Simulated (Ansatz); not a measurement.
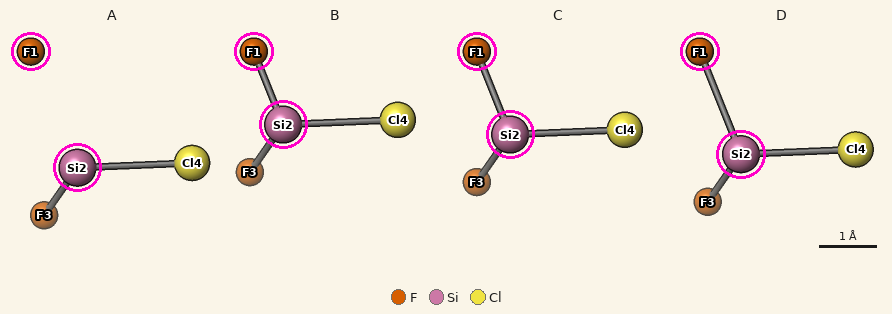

A scan of SiClF2 (multiplicity 2): the F1–Si2 distance is varied, with the rest of the molecule carried along rigidly. Style: ball-and-stick. Shown at a tilt. The ringed atoms are those of the scanned coordinate.

Level of theory: CCSD(T) (def2-TZVPP, Ansatz), on geometries moved rigidly from the minimum at PBE0-D4/def2-TZVP. Coupled cluster with a frozen core. Energies are counted from the PBE0-D4/def2-TZVP minimum geometry at the same level.

Question: Order these geometries by energy, lowest first.

Answer: Lowest first: C (the distance 1.585 Å, 0.000 eV), B (the distance 1.395 Å, 0.945 eV), D (the distance 1.961 Å, 1.316 eV), A (the distance 2.219 Å, 2.567 eV). Over the whole scan: of the computed points the lowest is at the distance 1.585 Å, 0.000 eV. At the ends of the scan the energy is 0.945 eV (1.395 Å) and 2.567 eV (2.219 Å). The curvature at the lowest point is about 37 eV/Å² (6 mdyn/Å). The well is steeper on the short side, as for any bond.
